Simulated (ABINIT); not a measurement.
# LiHF2 (C2/m): G0W0 in ABINIT against the k mesh, part 2 of 2

Aim: move the k mesh of a G0W0 run on LiHF2 (C2/m) over a wide range.

ABINIT 10.8.3; PBEsol and many-body steps on it, plane waves. Known limits of the many-body steps: not at the basis limit; coarse k mesh.

So far. Step 5 (Empty states on the mesh, 6×6×4 mesh, 26 bands): On this mesh the gap is 8.408 eV. Step 6 (Screening, 2×2×1 mesh, 22 bands, screening to 106.1 eV): Local fields lower ε∞ by 4 %. On a Γ-centred mesh this coarse the value itself is usually too large, while a short band sum pulls it down.

**8. Screening, 4×4×2 mesh, 22 bands, screening to 106.1 eV**

This step: RPA screening on PBEsol, plane waves, norm-conserving pseudopotentials.

run.abi reads:

```
acell 3*1.0 Angstrom
rprim 
  2.547496000000 -1.534899000000 0.000000000000
  2.547496000000 1.534899000000 0.000000000000
  -2.526944000000 -0.000000000000 4.201520000000
ntypat 3
znucl 3 1 9
natom 4
typat 1 2 3 3
xred 
  0.000000000000 0.000000000000 0.000000000000
  0.000000000000 0.000000000000 0.500000000000
  0.209803000000 0.209803000000 0.750702000000
  0.790197000000 0.790197000000 0.249298000000
pp_dirpath "pseudos"
pseudos "Li.upf, H.upf, F.upf"
ecut 36
ngkpt 4 4 2
nshiftk 1
shiftk 0 0 0
kptopt 1
chksymbreak 0
istwfk *1
occopt 1
irdwfk 1
optdriver 3
nband 22
ecuteps 3.9
inclvkb 2
awtr 1
symchi 1
indata_prefix "in"
outdata_prefix "out"
tmpdata_prefix "tmp"
```

Launch:

```sh
OMP_NUM_THREADS=1 mpirun -n 4 abinit run.abi > log
```

Numbers of over 12 decimals in the logs are rounded to 6 here.

Log:

```text
.Version 10.8.3 of ABINIT. v10.8.2 released Aug 2026.

 Symmetries : space group C2/m (# 12); Bravais mC (1-face-center monocl.)
[... echo of the input left out ...]
== DATASET  1 ==================================================================
-   mpi_nproc: 4, omp_nthreads: 1 (-1 if OMP is not activated)

--- !DatasetInfo
iteration_state: {dtset: 1, }
dimensions: {natom: 4, nkpt: 14, mband: 22, nsppol: 1, nspinor: 1, nspden: 1, mpw: 2327, }
cutoff_energies: {ecut:  36.0, pawecutdg:  -1.0, }
electrons: {nelect:   1.80000000E+01, charge:   0.00000000E+00, occopt:   1.00000000E+00, tsmear:   1.00000000E-02, }

 SCREENING: Calculation of the susceptibility and dielectric matrices

 Based on a program developped by R.W. Godby, V. Olevano, G. Onida, and L. Reining.
 Incorporated in ABINIT by V. Olevano, G.-M. Rignanese, and M. Torrent.
.Using double precision arithmetic ; gwpc =  8

[... cell and pseudopotentials left out ...]
--------------------------------------------------------------------------------

 ==== K-mesh for the wavefunctions ====
 Number of points in the irreducible wedge :    14
[... list of points left out ...]
 Together with  4 symmetry operations and time-reversal symmetry
 yields    32 points in the full Brillouin Zone.

 ==== Q-mesh for the screening function ====
 Number of points in the irreducible wedge :    14
[... list of points left out ...]
 Together with  4 symmetry operations and time-reversal symmetry
 yields    32 points in the full Brillouin Zone.

 setmesh: FFT mesh size selected  =    20x   20x   30
          total number of points  =        12000

 vcoul_init : cutoff-mode = AUXILIARY_FUNCTION
 q-points for optical limit:   1
     1)      0.000010    0.000020    0.000030

- screening: taking advantage of time-reversal symmetry
- Maximum band index for partially occupied states nbvw = 9
- Remaining bands to be divided among processors   nbcw = 13
- Number of bands treated by each node ~3

 Number of electrons calculated from density =   18.0000; Expected =   18.0000
 average of density, n =  0.081179
 r_s =    1.4327
 omega_plasma =   27.4839 [eV]

 calculating chi0 at frequencies [eV] :
  1    0.000000E+00    0.000000E+00
  2    0.000000E+00    2.748392E+01

--------------------------------------------------------------------------------
  q-point number  1        q = ( 0.000000, 0.000000, 0.000000) [r.l.u.]
--------------------------------------------------------------------------------
[... chi0 elements left out ...]
 For q-point:  0.000010 0.000020 0.000030
  dielectric constant =   2.0211
  dielectric constant without local fields =   2.1010

  Average fulfillment of the sum rule on Im[epsilon] for q-point    1 :     20.97  [%]
[... wings left out ...]
  q-point number  2        q = ( 0.250000, 0.000000, 0.000000) [r.l.u.]
--------------------------------------------------------------------------------
[... chi0 elements left out ...]
  Average fulfillment of the sum rule on Im[epsilon] for q-point    2 :     32.91  [%]

 [... 12 further q-points ...]
```

Run time: 3.8 s. Hardware: 4 MPI ranks of Arm Neoverse V2, shared host; peak memory 0.42 GiB.

This step gave:

- ε∞ with local fields, on this mesh, along the program's q direction: 2.021
- the same without local fields: 2.101
- plasma frequency: 27.48 eV
- plane waves in the screening matrix: 89

**9. 4×4×2**

The self-energy is evaluated for the states that the input lists, and the levels follow from it, in one-shot runs by the linearised quasiparticle equation.

This step: G0W0 on PBEsol, plane waves, norm-conserving pseudopotentials.

run.abi: that of step 8 with these lines changed.

```diff
@@ -25,8 +25,17 @@
 irdwfk 1
-optdriver 3
+optdriver 4
 nband 22
+gwcalctyp 0
+ecutsigx 36
+symsigma 1
+nkptgw 2
+kptgw 
+  0.0000000000 0.0000000000 0.5000000000
+  0.0000000000 0.0000000000 0.0000000000
+bdgw 
+  8 11
+  8 11
 ecuteps 3.9
-inclvkb 2
-awtr 1
-symchi 1
+irdscr 1
+ppmodel 1
 indata_prefix "in"
```

Log:

```text
.Version 10.8.3 of ABINIT. v10.8.2 released Aug 2026.

 Symmetries : space group C2/m (# 12); Bravais mC (1-face-center monocl.)
[... echo of the input left out ...]
== DATASET  1 ==================================================================
-   mpi_nproc: 4, omp_nthreads: 1 (-1 if OMP is not activated)

--- !DatasetInfo
iteration_state: {dtset: 1, }
dimensions: {natom: 4, nkpt: 14, mband: 22, nsppol: 1, nspinor: 1, nspden: 1, mpw: 2327, }
cutoff_energies: {ecut:  36.0, pawecutdg:  -1.0, }
electrons: {nelect:   1.80000000E+01, charge:   0.00000000E+00, occopt:   1.00000000E+00, tsmear:   1.00000000E-02, }

 SIGMA: Calculation of the GW corrections

 Based on a program developped by R.W. Godby, V. Olevano, G. Onida, and L. Reining.
 Incorporated in ABINIT by V. Olevano, G.-M. Rignanese, and M. Torrent.
.Using double precision arithmetic ; gwpc =  8

[... cell and pseudopotentials left out ...]
--------------------------------------------------------------------------------

 ==== K-mesh for the wavefunctions ====
 Number of points in the irreducible wedge :    14
[... list of points left out ...]
 Together with  4 symmetry operations and time-reversal symmetry
 yields    32 points in the full Brillouin Zone.

 ==== Q-mesh for screening function ====
 Number of points in the irreducible wedge :    14
[... list of points left out ...]
 Together with  4 symmetry operations and time-reversal symmetry
 yields    32 points in the full Brillouin Zone.

 vcoul_init : cutoff-mode = AUXILIARY_FUNCTION
 q-points for optical limit:   1
     1)      0.000010    0.000020    0.000030
 setmesh: FFT mesh size selected  =    27x   27x   45
          total number of points  =        32805

 Number of electrons calculated from density =   18.0000; Expected =   18.0000
[...]
number of omega for Sigma on real axis              0
 max omega for Sigma on real axis  [eV]           0.00
 zcut for avoiding poles [eV]                     0.10

 EPSILON^-1 parameters (SCR file):
 dimension of the eps^-1 matrix on file             89
 dimension of the eps^-1 matrix used                89
 number of plane-waves for wavefunctions          2327
 number of bands                                    22
 number of q-points in IBZ                          14
 number of frequencies                               2
 number of real frequencies                          1
 number of imag frequencies                          1

 matrix elements of self-energy operator (all in [eV])

 Perturbative Calculation

--- !SelfEnergy_ee
iteration_state: {dtset: 1, }
kpoint     : [   0.000,    0.000,    0.500, ]
spin       : 1
KS_gap     :    9.591
QP_gap     :   14.307
Delta_QP_KS:    4.716
data: !SigmaeeData |
     Band     E0 <VxcDFT>   SigX SigC(E0)      Z dSigC/dE  Sig(E)    E-E0       E
        8  -2.711 -22.449 -30.373   4.939   0.831  -0.204 -24.928  -2.479  -5.190
        9  -2.601 -22.716 -30.636   4.973   0.830  -0.205 -25.162  -2.446  -5.046
       10   6.990 -10.436  -5.691  -2.217   0.899  -0.113  -8.165   2.271   9.261
[...]
--- !SelfEnergy_ee
iteration_state: {dtset: 1, }
kpoint     : [   0.000,    0.000,    0.000, ]
spin       : 1
KS_gap     :    8.531
QP_gap     :   12.884
Delta_QP_KS:    4.353
data: !SigmaeeData |
     Band     E0 <VxcDFT>   SigX SigC(E0)      Z dSigC/dE  Sig(E)    E-E0       E
[...]
10   5.807 -10.780  -6.129  -2.263   0.900  -0.111  -8.631   2.150   7.957
       11  10.146  -8.563  -3.435  -2.443   0.905  -0.105  -6.132   2.431  12.577

== END DATASET(S) ==============================================================
================================================================================

 -outvars: echo values of variables after computation  --------
           etotal      0.0000000000E+00
            nband          22
             nkpt          14
          spgroup          12
 [... the other variables as echoed above ...]

 Calculation completed.
```

Run time: 2.3 s. Hardware: 4 MPI ranks; peak memory 0.11 GiB; 8.8 s of CPU time.

Numbers from this step:

```
G0W0 gap on the points computed              : 12.88 eV
starting gap on the mesh                     : 8.408 eV
k of the valence top                         : 0, 0, 0
k of the conduction bottom                   : 0, 0, 0
Z at the valence top                         : 0.833
Z at the conduction bottom                   : 0.9
least direct G0W0 gap on the computed points : 12.88 eV
```

The gap on the mesh goes from 8.41 eV to 12.88 eV, a correction of +4.48 eV.

**10. Screening, 4×4×4 mesh, 22 bands, screening to 106.1 eV**

This step: RPA screening on PBEsol, plane waves, norm-conserving pseudopotentials.

run.abi: that of step 9 with these lines changed.

```diff
@@ -17,3 +17,3 @@
 ecut 36
-ngkpt 4 4 2
+ngkpt 4 4 4
 nshiftk 1
@@ -25,17 +25,8 @@
 irdwfk 1
-optdriver 4
+optdriver 3
 nband 22
-gwcalctyp 0
-ecutsigx 36
-symsigma 1
-nkptgw 2
-kptgw 
-  0.0000000000 0.0000000000 0.5000000000
-  0.0000000000 0.0000000000 0.0000000000
-bdgw 
-  8 11
-  8 11
 ecuteps 3.9
-irdscr 1
-ppmodel 1
+inclvkb 2
+awtr 1
+symchi 1
 indata_prefix "in"
```

Log:

```text
.Version 10.8.3 of ABINIT. v10.8.2 released Aug 2026.

 Symmetries : space group C2/m (# 12); Bravais mC (1-face-center monocl.)
[... echo of the input left out ...]
== DATASET  1 ==================================================================
-   mpi_nproc: 4, omp_nthreads: 1 (-1 if OMP is not activated)

--- !DatasetInfo
iteration_state: {dtset: 1, }
dimensions: {natom: 4, nkpt: 24, mband: 22, nsppol: 1, nspinor: 1, nspden: 1, mpw: 2327, }
cutoff_energies: {ecut:  36.0, pawecutdg:  -1.0, }
[...]
--------------------------------------------------------------------------------
[... chi0 elements left out ...]
 For q-point:  0.000010 0.000020 0.000030
  dielectric constant =   2.0231
  dielectric constant without local fields =   2.1030

  Average fulfillment of the sum rule on Im[epsilon] for q-point    1 :     21.02  [%]
[... wings left out ...]
  q-point number  2        q = ( 0.250000, 0.000000, 0.000000) [r.l.u.]
--------------------------------------------------------------------------------
[... chi0 elements left out ...]
  Average fulfillment of the sum rule on Im[epsilon] for q-point    2 :     32.97  [%]

 [... 22 further q-points ...]
```

It took 8.1 s on 4 MPI ranks; peak memory 0.54 GiB; 32 s of CPU time.

Numbers from this step:

```
ε∞ with local fields, on this mesh, along the program's q direction : 2.023
the same without local fields                                       : 2.103
plasma frequency                                                    : 27.48 eV
plane waves in the screening matrix                                 : 89
```

**11. 4×4×4**

This step: G0W0 on PBEsol, plane waves, norm-conserving pseudopotentials.

run.abi: that of step 10 with these lines changed.

```diff
@@ -25,8 +25,17 @@
 irdwfk 1
-optdriver 3
+optdriver 4
 nband 22
+gwcalctyp 0
+ecutsigx 36
+symsigma 1
+nkptgw 2
+kptgw 
+  0.0000000000 0.0000000000 0.5000000000
+  0.0000000000 0.0000000000 0.0000000000
+bdgw 
+  8 11
+  8 11
 ecuteps 3.9
-inclvkb 2
-awtr 1
-symchi 1
+irdscr 1
+ppmodel 1
 indata_prefix "in"
```

Log:

```text
.Version 10.8.3 of ABINIT. v10.8.2 released Aug 2026.

 Symmetries : space group C2/m (# 12); Bravais mC (1-face-center monocl.)
[... echo of the input left out ...]
== DATASET  1 ==================================================================
-   mpi_nproc: 4, omp_nthreads: 1 (-1 if OMP is not activated)

--- !DatasetInfo
iteration_state: {dtset: 1, }
dimensions: {natom: 4, nkpt: 24, mband: 22, nsppol: 1, nspinor: 1, nspden: 1, mpw: 2327, }
cutoff_energies: {ecut:  36.0, pawecutdg:  -1.0, }
[...]
Band     E0 <VxcDFT>   SigX SigC(E0)      Z dSigC/dE  Sig(E)    E-E0       E
[...]
10   5.807 -10.781  -6.162  -2.232   0.901  -0.110  -8.630   2.151   7.958
       11  10.146  -8.563  -3.440  -2.429   0.906  -0.104  -6.123   2.440  12.586

== END DATASET(S) ==============================================================
================================================================================

 -outvars: echo values of variables after computation  --------
           etotal      0.0000000000E+00
            nband          22
             nkpt          24
          spgroup          12
 [... the other variables as echoed above ...]

 Calculation completed.
```

Wall time 2.6 s (4 MPI ranks); peak memory 0.14 GiB; 10 s of CPU time.

This step gave:

```yaml
g0w0_gap_on_the_points_computed: 12.88 eV
starting_gap_on_the_mesh: 8.408 eV
k_of_the_valence_top: 0, 0, 0
k_of_the_conduction_bottom: 0, 0, 0
least_direct_g0w0_gap_on_the_computed_points: 12.88 eV
```

Against the run before, the gap moves by −0.007 eV.

**12. Screening, 6×6×4 mesh, 22 bands, screening to 106.1 eV**

This step: RPA screening on PBEsol, plane waves, norm-conserving pseudopotentials.

run.abi: that of step 11 with these lines changed.

```diff
@@ -17,3 +17,3 @@
 ecut 36
-ngkpt 4 4 4
+ngkpt 6 6 4
 nshiftk 1
@@ -25,17 +25,8 @@
 irdwfk 1
-optdriver 4
+optdriver 3
 nband 22
-gwcalctyp 0
-ecutsigx 36
-symsigma 1
-nkptgw 2
-kptgw 
-  0.0000000000 0.0000000000 0.5000000000
-  0.0000000000 0.0000000000 0.0000000000
-bdgw 
-  8 11
-  8 11
 ecuteps 3.9
-irdscr 1
-ppmodel 1
+inclvkb 2
+awtr 1
+symchi 1
 indata_prefix "in"
```

Log:

```text
.Version 10.8.3 of ABINIT. v10.8.2 released Aug 2026.

 Symmetries : space group C2/m (# 12); Bravais mC (1-face-center monocl.)
[... echo of the input left out ...]
== DATASET  1 ==================================================================
-   mpi_nproc: 4, omp_nthreads: 1 (-1 if OMP is not activated)

--- !DatasetInfo
iteration_state: {dtset: 1, }
dimensions: {natom: 4, nkpt: 47, mband: 22, nsppol: 1, nspinor: 1, nspden: 1, mpw: 2327, }
cutoff_energies: {ecut:  36.0, pawecutdg:  -1.0, }
[...]
--------------------------------------------------------------------------------
[... chi0 elements left out ...]
 For q-point:  0.000010 0.000020 0.000030
  dielectric constant =   2.0227
  dielectric constant without local fields =   2.1027

  Average fulfillment of the sum rule on Im[epsilon] for q-point    1 :     21.01  [%]
[... wings left out ...]
  q-point number  2        q = ( 0.166667, 0.000000, 0.000000) [r.l.u.]
--------------------------------------------------------------------------------
[... chi0 elements left out ...]
  Average fulfillment of the sum rule on Im[epsilon] for q-point    2 :     37.45  [%]

 [... 45 further q-points ...]
```

Wall time 28 s (4 MPI ranks); peak memory 0.81 GiB; 1.9 min of CPU time.

This step gave:

```yaml
eps_infinity_with_local_fields_on_this_mesh_along_the_program_s_q_direction: 2.023
the_same_without_local_fields: 2.103
plasma_frequency: 27.48 eV
plane_waves_in_the_screening_matrix: 89
```

**13. 6×6×4**

This step: G0W0 on PBEsol, plane waves, norm-conserving pseudopotentials.

run.abi: that of step 12 with these lines changed.

```diff
@@ -25,8 +25,17 @@
 irdwfk 1
-optdriver 3
+optdriver 4
 nband 22
+gwcalctyp 0
+ecutsigx 36
+symsigma 1
+nkptgw 2
+kptgw 
+  0.0000000000 0.0000000000 0.5000000000
+  0.0000000000 0.0000000000 0.0000000000
+bdgw 
+  8 11
+  8 11
 ecuteps 3.9
-inclvkb 2
-awtr 1
-symchi 1
+irdscr 1
+ppmodel 1
 indata_prefix "in"
```

Log:

```text
.Version 10.8.3 of ABINIT. v10.8.2 released Aug 2026.

 Symmetries : space group C2/m (# 12); Bravais mC (1-face-center monocl.)
[... echo of the input left out ...]
== DATASET  1 ==================================================================
-   mpi_nproc: 4, omp_nthreads: 1 (-1 if OMP is not activated)

--- !DatasetInfo
iteration_state: {dtset: 1, }
dimensions: {natom: 4, nkpt: 47, mband: 22, nsppol: 1, nspinor: 1, nspden: 1, mpw: 2327, }
cutoff_energies: {ecut:  36.0, pawecutdg:  -1.0, }
[...]
Band     E0 <VxcDFT>   SigX SigC(E0)      Z dSigC/dE  Sig(E)    E-E0       E
[...]
10   5.807 -10.781  -6.181  -2.249   0.900  -0.111  -8.665   2.116   7.923
       11  10.146  -8.563  -3.456  -2.447   0.905  -0.105  -6.156   2.407  12.554

== END DATASET(S) ==============================================================
================================================================================

 -outvars: echo values of variables after computation  --------
           etotal      0.0000000000E+00
            nband          22
             nkpt          47
          spgroup          12
 [... the other variables as echoed above ...]

 Calculation completed.
```

Elapsed: 3.4 s, on 4 MPI ranks; peak memory 0.73 GiB; 13 s of CPU time.

Numbers from this step:

```yaml
g0w0_gap_on_the_points_computed: 12.99 eV
starting_gap_on_the_mesh: 8.408 eV
k_of_the_valence_top: 0, 0, 0
k_of_the_conduction_bottom: 0, 0, 0
least_direct_g0w0_gap_on_the_computed_points: 12.99 eV
```

Against the run before, the gap moves by +0.115 eV.

**14. Side by side**

Times are wall times on 4 MPI ranks of Arm Neoverse V2, shared host, good to a factor of about two. A run's time includes the screening step that it read.

| run | mesh | bands | screening cutoff (eV) | DFT gap (eV) | gap on the mesh (eV) | direct (eV) | ε∞ used | time |
| --- | --- | --- | --- | --- | --- | --- | --- | --- |
| 2×2×1 | 2×2×1 | 22 | 106.1 | 8.476 | 12.498 | 12.498 | 2.08 | 3.8 s |
| 4×4×2 | 4×4×2 | 22 | 106.1 | 8.408 | 12.884 | 12.884 | 2.02 | 6.1 s |
| 4×4×4 | 4×4×4 | 22 | 106.1 | 8.408 | 12.877 | 12.877 | 2.02 | 11 s |
| 6×6×4 | 6×6×4 | 22 | 106.1 | 8.408 | 12.992 | 12.992 | 2.02 | 32 s |

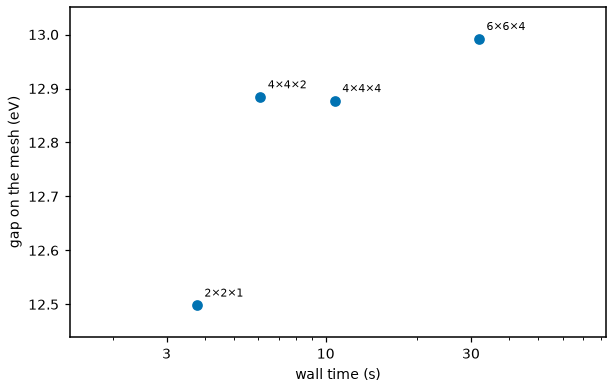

Result against wall time.

**15. Results**

```yaml
2x2x1: 12.498 eV
4x4x2: 12.884 eV
4x4x4: 12.877 eV
6x6x4: 12.992 eV
known_limits: not at the basis limit; coarse k mesh
```

In words: The setting moved: k mesh. From 2×2×1 to 6×6×4 the gap moves by +0.49 eV, for 8.4 times the time. The last step still moves it by +0.115 eV. Bands and screening cutoff are coupled, so a series along one setting does not show full convergence. Bands and cutoff are finite, so the gap is not at the basis limit. The miss can reach some tenths of an eV and take either sign; the mesh is an error of its own. In the G0W0 runs levels were corrected at 2 k points alone, so a gap called «on the mesh» is the least over those, and an edge elsewhere would be missed. The 2×2×1 mesh is coarse for this cell, which bears on the long-range parts of exchange and screening.

[Paths, hosts, dates, memory and timing lines, banners, echoed tables and standing remarks are left out of the program output.]

[Logs are printed without paths, hosts, clocks, repeated set-up lines and the standing remarks that a program may print on its own settings, such as how far it seeks lower states.]

[Runs of the session that timed out or met a known fault of the program may be left out.]

[Hosts, paths, dates, database ids (printed as entryN), source tags and the programs' standing remarks are cut or masked in the printed files.]

[G0W0 gaps are taken among the corrected bands and points alone; a level outside them can change the order at an edge.]

[Where Ansatz stands beside ABINIT at settings called matched, ABINIT's density can come from a denser mesh and the files from another edition; pairs whose starting gaps differed by over 0.03 eV were left out, so agreement reads better than it is.]
